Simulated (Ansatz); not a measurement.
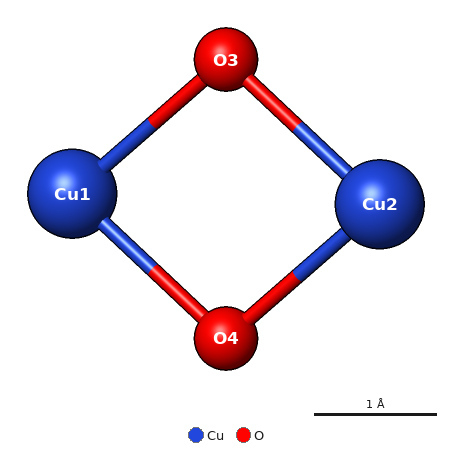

Figure made from data computed with Ansatz.

Charge +2, singlet. Geometry: a fixed input geometry, not necessarily a minimum.

Give the bond lengths.

```csv
bond,length (Å)
Cu1–O3,1.812
Cu1–O4,1.812
Cu2–O3,1.812
Cu2–O4,1.812
```
